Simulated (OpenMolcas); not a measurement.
**Run report: SiH$_{3}$OF, energy and gradient calculation (part 2 of 2)**

SiH$_{3}$OF; BLYP/aug-cc-pVDZ, RKS (OpenMolcas 26.06). The geometry comes from this level: PBE0-D4/def2-TZVP.

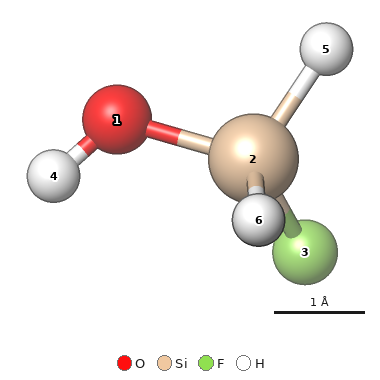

**Figure 1.** The input geometry (ball-and-stick view, seen at a tilt; atoms are numbered from 1 in the order of the input).

### Output, continued
```
Iter     Tot. BLYP       One-elec.       Two-elec.     Energy      Max Dij or  Max Fij      DNorm      TNorm      AccCon     Time
         Energy          Energy          Energy        Change      Delta Norm                                                in Sec.
   1  -466.041622809  -922.851269955   337.281217369   0.00E+00    3.36E-01*   1.00E-01*    8.51E+00   1.73E+02   None         2.
   2  -465.715714336  -920.884110580   335.639966467   3.26E-01*   1.68E-01*   7.73E-02*    8.94E+00   1.74E+02   EDIIS        2.
   3  -466.412606861  -927.309717038   341.368680401  -6.97E-01*   1.05E-01*   4.52E-02*    4.16E+00   1.75E+02   EDIIS        2.
   4  -466.316488832  -919.668696664   333.823778057   9.61E-02*   1.99E-02*   3.11E-02*    2.31E+00   1.73E+02   c2DIIS       2.
   5  -466.445090887  -924.251362366   338.277841703  -1.29E-01*   4.68E-02*   5.48E-03*    5.96E-01   1.74E+02   QNRc2DIIS    2.
   6  -466.444104131  -924.671419342   338.698885435   9.87E-04*   2.69E-02*   1.16E-02*    4.66E-01   1.74E+02   QNRc2DIIS    2.
   7  -466.446278207  -924.702666518   338.727958535  -2.17E-03*   8.23E-03*   2.62E-03*    2.11E-01   1.74E+02   QNRc2DIIS    2.
   8  -466.446483958  -924.548851673   338.573937939  -2.06E-04*   8.77E-04*   2.59E-04*    8.00E-02   1.74E+02   QNRc2DIIS    2.
   9  -466.446485594  -924.533543673   338.558628302  -1.64E-06*   2.86E-04*   9.45E-05*    6.24E-03   1.74E+02   QNRc2DIIS    2.
  10  -466.446485833  -924.540696508   338.565780899  -2.39E-07*   8.39E-05*   1.60E-05*    2.58E-03   1.74E+02   QNRc2DIIS    2.
  11  -466.446485844  -924.539803533   338.564887912  -1.12E-08*   2.21E-05*   3.64E-06*    7.20E-04   1.74E+02   QNRc2DIIS    2.
  12  -466.446485845  -924.539830343   338.564914722  -6.24E-10*   5.93E-06    8.66E-07*    1.84E-04   1.74E+02   QNRc2DIIS    2.
  13  -466.446485845  -924.539821567   338.564905946  -6.58E-11    7.61E-07    1.31E-07*    5.58E-05   1.74E+02   QNRc2DIIS    2.
  14  -466.446485845  -924.539822244   338.564906622   2.50E-12*   1.71E-07    4.06E-08     7.81E-06   1.74E+02   QNRc2DIIS    2.
  15  -466.446485845  -924.539822814   338.564907193   3.41E-13*   2.02E-08    3.74E-09     1.62E-06   1.74E+02   QNRc2DIIS    2.
  16  -466.446485845  -924.539822805   338.564907183  -3.41E-13    3.28E-09    7.81E-10     1.80E-07   1.74E+02   QNRc2DIIS    2.

       Convergence after  16 Iterations
--

 *****************************************************************************************************************************
 *                                             SCF/KS-DFT Program, Final results                                             *
 *                                                       Final Results                                                       *
 *****************************************************************************************************************************

::    Total KS-DFT energy                            -466.4464858449
      One-electron energy                            -924.5398228048
      Two-electron energy                             338.5649071835
      Nuclear repulsion energy                        119.5284297764
      Kinetic energy (interpolated)                   464.5581387445
      Virial theorem                                    1.0040648241
      Total spin, S(S+1)                                0.0000000000
      Total spin, S                                     0.0000000000
      Max non-diagonal density matrix element           0.0000000014
      Max non-diagonal Fock matrix element              0.0000000002

      All orbitals with orbital energies smaller than  E(LUMO)+0.5 are printed

++    Molecular orbitals:
      -------------------

      Title: RKS-DFT orbitals

      Molecular orbitals for symmetry species 1: a

          Orbital            1         2         3         4         5         6         7         8         9        10
          Energy          -65.5662  -24.3087  -18.8195   -5.1256   -3.5473   -3.5449   -3.5426   -1.0873   -0.9377   -0.5337
          Occ. No.          2.0000    2.0000    2.0000    2.0000    2.0000    2.0000    2.0000    2.0000    2.0000    2.0000

          Orbital           11        12        13        14        15        16        17        18        19        20
          Energy           -0.4578   -0.4002   -0.3934   -0.3658   -0.3315   -0.3051   -0.2861   -0.0389   -0.0145   -0.0028
          Occ. No.          2.0000    2.0000    2.0000    2.0000    2.0000    2.0000    2.0000    0.0000    0.0000    0.0000

          Orbital           21        22        23        24        25        26        27        28        29        30
          Energy            0.0158    0.0221    0.0421    0.0551    0.0656    0.0716    0.0995    0.1040    0.1091    0.1165
          Occ. No.          0.0000    0.0000    0.0000    0.0000    0.0000    0.0000    0.0000    0.0000    0.0000    0.0000

          Orbital           31        32        33        34        35        36        37        38        39        40
          Energy            0.1345    0.1559    0.1689    0.2014    0.2093    0.2220    0.2322    0.2397    0.2580    0.2602
          Occ. No.          0.0000    0.0000    0.0000    0.0000    0.0000    0.0000    0.0000    0.0000    0.0000    0.0000

          Orbital           41        42        43        44        45        46        47        48        49        50
          Energy            0.2775    0.3186    0.3282    0.3339    0.3743    0.3876    0.4112    0.4183    0.4372    0.4524
          Occ. No.          0.0000    0.0000    0.0000    0.0000    0.0000    0.0000    0.0000    0.0000    0.0000    0.0000

--

++    Molecular charges:
      ------------------

      Mulliken charges per centre and basis function type
      ---------------------------------------------------

                O1      SI2     F3      H4      H5      H6
      1s       3.9186  5.1368  4.0841  0.8211  0.5896  0.6052
      2px      1.2046  2.7730  1.8850  0.0332  0.0180  0.0028
      2pz      1.6575  2.4596  1.7553  0.0429  0.0035  0.0016
      2py      1.7356  2.8815  1.8137  0.0450 -0.0012  0.0185
      3d2+    -0.0025  0.1365  0.0015  0.0000  0.0000  0.0000
      3d1+    -0.0017  0.1258  0.0025  0.0000  0.0000  0.0000
      3d0      0.0012  0.0935  0.0041  0.0000  0.0000  0.0000
      3d1-     0.0040  0.0828  0.0047  0.0000  0.0000  0.0000
      3d2-    -0.0031  0.0631  0.0018  0.0000  0.0000  0.0000
      Total    8.5142 13.7526  9.5528  0.9423  0.6099  0.6282

      N-E     -0.5142  0.2474 -0.5528  0.0577  0.3901  0.3718

      Total electronic charge=   34.000000

      Total            charge=   -0.000000
--

++    Molecular properties:
      ---------------------

      Charge (e):
                      =   -0.0000
      Dipole Moment (debye):
      Origin of the operator (angstrom)=    0.0107   -0.3039    0.2266
                   X= -7.1670E-01               Y=  1.3130E+00               Z= -3.4261E-01           Total=  1.5346E+00
      Quadrupole Moment (debye*angstrom):
      Origin of the operator (angstrom)=    0.0107   -0.3039    0.2266
                  XX= -2.1229E+01              XY= -1.2416E+00              XZ=  4.5812E-02              YY= -2.5602E+01
                  YZ=  2.1199E-01              ZZ= -2.8569E+01
      In traceless form (debye*angstrom)
                  XX=  5.8568E+00              XY= -1.8624E+00              XZ=  6.8718E-02              YY= -7.0293E-01
                  YZ=  3.1799E-01              ZZ= -5.1539E+00
--

--- Stop Module: scf /rc=_RC_ALL_IS_WELL_ ---
--- Module scf spent 30 seconds ---

--- Start Module: alaska ---

                                              &ALASKA

                       available to each process: 1.9 GB of memory, 1 thread

                     Threshold for contributions to the gradient: 1.000E-07

                    ********************************************
                    * Symmetry Adapted Cartesian Displacements *
                    ********************************************

           Irreducible representation : a
           Basis function(s) of irrep: x, y, xy, Rz, z, xz, Ry, yz, Rx, I

 Basis Label        Type   Center Phase
   1   O1           x         1     1
   2   O1           y         1     1
   3   O1           z         1     1
   4   SI2          x         2     1
   5   SI2          y         2     1
   6   SI2          z         2     1
   7   F3           x         3     1
   8   F3           y         3     1
   9   F3           z         3     1
  10   H4           x         4     1
  11   H4           y         4     1
  12   H4           z         4     1
  13   H5           x         5     1
  14   H5           y         5     1
  15   H5           z         5     1
  16   H6           x         6     1
  17   H6           y         6     1
  18   H6           z         6     1

                     No automatic utilization of translational and rotational invariance of the energy is employed.

 DFT contribution computed for a moving grid.

 Conventional ERI gradients!

 **************************************************
 *              Molecular gradients               *
 **************************************************

  Irreducible representation: a
 ------------------------------------------------------------------------------------------
                              X                       Y                       Z
 ------------------------------------------------------------------------------------------
  O1                1.79527820418928E-02    1.01390839534639E-02    2.85199561002454E-02
  SI2              -3.09671564843184E-02   -2.80915478352481E-02    1.03632730126060E-02
  F3                5.55243553271656E-03    2.67943896249303E-02   -3.75988572604324E-02
  H4                1.26699094865907E-02   -5.04333050295003E-03   -2.35704063334574E-03
  H5               -4.76106709253088E-03    2.09997159097486E-03    3.21038582528610E-03
  H6               -4.46903484329741E-04   -5.89856683123724E-03   -2.13771704432242E-03
 ------------------------------------------------------------------------------------------

--- Stop Module: alaska /rc=_RC_ALL_IS_WELL_ ---
--- Module alaska spent 6 seconds ---

.##################.
.# Happy landing! #.
.##################.

    Timing: Wall=39.95 User=35.77 System=4.17
```

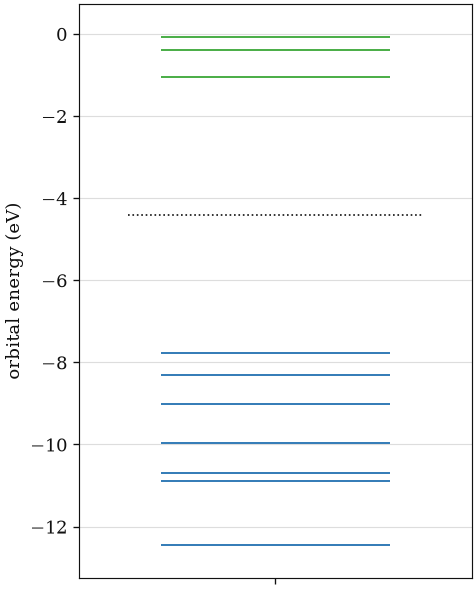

**Figure 2.** Orbital energies near the frontier; the dotted line parts filled from empty levels, and levels within 0.02 eV of each other stand side by side. Highest filled −7.78 eV, lowest empty −1.06 eV, 6.72 eV apart.

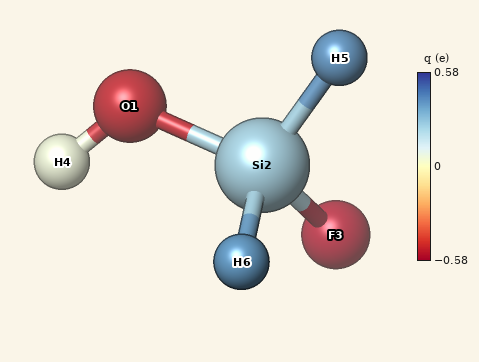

**Figure 3.** Mulliken charges, as the colour of each atom (ball-and-stick view, seen at a tilt; atoms are numbered from 1 in the order of the input). By element: O −0.51, Si +0.25, F −0.55 and H +0.06 to +0.39 e.

This output came from the following input.

### Input
```
* FH3OSi Kohn-Sham DFT

&GATEWAY
  BasLib=$CurrDir
  Coord
  6
  angstrom
  O       -0.853500      -0.209200      -0.924100
  Si       0.378300      -0.009300       0.123900
  F        0.180800      -0.922800       1.417800
  H       -1.714200       0.150200      -0.705600
  H        1.595600      -0.458500      -0.575800
  H        0.455100       1.385600       0.617600
  Basis=aug-cc-pVDZ
  Group=NoSym

&SEWARD
  GridInput
  Grid=UltraFine
  End of Grid

&SCF
  KSDFT=BLYP
  Thresholds=1e-10 1e-07 1e-07 1e-05
  PrOrbitals=1 1

&ALASKA
```

Command:
```bash
export MOLCAS_MEM=1860
pymolcas calc.input > calc.log
```

### Results in brief

```json
{"quantity": "outcome", "value": "converged"}
{"quantity": "total energy", "value": "−466.446486 hartree"}
{"quantity": "basis functions", "value": "100"}
{"quantity": "largest force", "value": "2.391 eV/Å"}
{"quantity": "HOMO", "value": "−7.78 eV"}
{"quantity": "LUMO", "value": "−1.06 eV"}
{"quantity": "dipole moment", "value": "1.53 debye"}
{"quantity": "hardware", "value": "1 thread of Arm Neoverse V1, 24 GiB of memory available, shared host"}
{"quantity": "wall time", "value": "40 s"}
{"quantity": "peak memory", "value": "0.56 GiB"}
```
